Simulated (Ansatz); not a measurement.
# SVWN5/STO-3G run of [NO2]− (nitrite)

What is the vertical singlet–triplet gap of [NO2]− (nitrite) at SVWN5/STO-3G? 

Program for the calculation: Ansatz 0.2.0.

13 further runs of the same task are left out: 11 that didn't finish, 2 set aside as unsound or not needed.

## (1) Starting point

The species is [NO2]− (3 atoms), meant as a singlet with charge -1. As SMILES, `O=N[O-]`. The coordinates come from a PBE0-D4/def2-TZVPD relaxation.

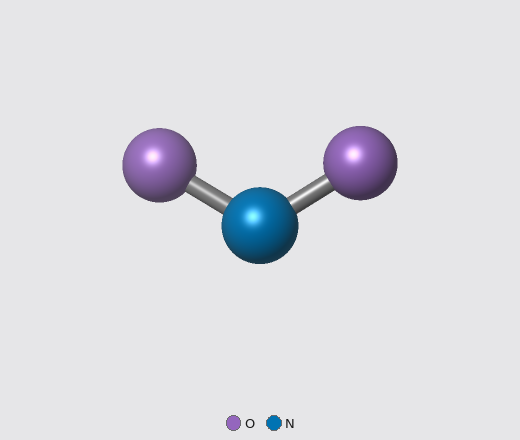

Viewed from a chosen angle; oxygen purple, nitrogen blue.

## (2) The energy at SVWN5/STO-3G

File molecule.yaml:

```yaml
basis:
  gaussian: {orbitals: STO-3G}
crystal:
  periodic: [false, false, false]
  atoms:
    - {symbol: O, position_ang: [0.322840, 0.992650, 0.287620]}
    - {symbol: N, position_ang: [0.325750, -0.245400, 0.151990]}
    - {symbol: O, position_ang: [-0.648590, -0.747260, -0.439610]}
total_charge: -1
hamiltonian: {xc: {name: SVWN5}}
accuracy: high
```

Started as:

```
$ ansatz run molecule.yaml --threads 1 --pin off --max-ram 3480MiB --events-out events.jsonl --progress --plain --runs-dir runs
```

Output:

```text
Warning: RAYON_NUM_THREADS=1 ignored (pool sized by the plan → 1); use --threads N
Functional definition: SVWN5
  name "SVWN5"
  exchange = slater_x
  correlation = vwn5_c
252 factors; integrals over basis functions are off by at most 3.8e-8 eV
mean field evaluation 1: about -5457.8779 eV, gradient 2.2e1 eV
mean field evaluation 2: about -5455.6649 eV, gradient 3.7e1 eV
mean field evaluation 4: about -5459.2625 eV, gradient 7.4e-1 eV
mean field evaluation 8: about -5459.2239 eV, gradient 4.2e-2 eV
mean field evaluation 16: about -5459.2239 eV, gradient 6.0e-8 eV
mean field -5459.22387572 eV, -200.6227770377 hartree, gradient 5.9e-8 eV, S^2 0.000000; 0 other end points of the search recorded, 0 dependent functions left out
reference -5459.22387644 eV, -200.6227770645 hartree; 12, 12 occupied and 3, 3 virtual orbitals, 252 factors
Total energy: -5459.22387644 eV, -200.6227770645 hartree
```

Wall time 0.45 s (1 thread of Arm Neoverse V1, shared host).

## (3) The triplet at the same level

File in.yaml:

```yaml
crystal:
  periodic: [false, false, false]
  atoms:
    - symbol: O
      position_ang: [0.322840, 0.992650, 0.287620]
    - symbol: "N"
      position_ang: [0.325750, -0.245400, 0.151990]
    - symbol: O
      position_ang: [-0.648590, -0.747260, -0.439610]
basis:
  gaussian:
    orbitals: STO-3G
total_charge: -1
magnetization:
  spin_polarized: true
  initial_magnetization: 2
hamiltonian:
  xc: {name: SVWN5}
accuracy: high
```

Started as:

```
$ ansatz run in.yaml --threads 1 --pin off --max-ram 3480MiB --events-out events.jsonl --progress --plain --runs-dir runs
```

Output:

```text
Warning: RAYON_NUM_THREADS=1 ignored (pool sized by the plan → 1); use --threads N
[... 4 set-up lines as earlier in the session ...]
252 factors; integrals over basis functions are off by at most 3.8e-8 eV
mean field evaluation 1: about -5456.6722 eV, gradient 9.1e0 eV
mean field evaluation 2: about -5456.4996 eV, gradient 1.2e1 eV
mean field evaluation 4: about -5457.2327 eV, gradient 4.6e-1 eV
mean field evaluation 8: about -5457.2055 eV, gradient 1.3e-2 eV
mean field evaluation 16: about -5457.2055 eV, gradient 1.1e-8 eV
mean field -5457.20551371 eV, -200.5486036022 hartree, gradient 1.0e-8 eV, S^2 2.000407; 0 other end points of the search recorded, 0 dependent functions left out
reference -5457.20551445 eV, -200.5486036291 hartree; 13, 11 occupied and 2, 4 virtual orbitals, 252 factors
Total energy: -5457.20551445 eV, -200.5486036291 hartree
```

Run time: 0.67 s. Hardware: 1 thread of Arm Neoverse V1, shared host; peak memory 0.091 GiB.

## (4) Outcome

Level: SVWN5/STO-3G.

```
                                        quantity          value
                           singlet: total energy  -200.62278 Eh
                           triplet: total energy  -200.54860 Eh
                                   triplet: ⟨S²⟩          2.000
vertical energy of the triplet above the singlet       2.018 eV
```

**Reading.** At this shape the triplet lies 2.02 eV (195 kJ/mol) above the singlet. In a minimal basis such a difference can be off by several eV, whatever the method.
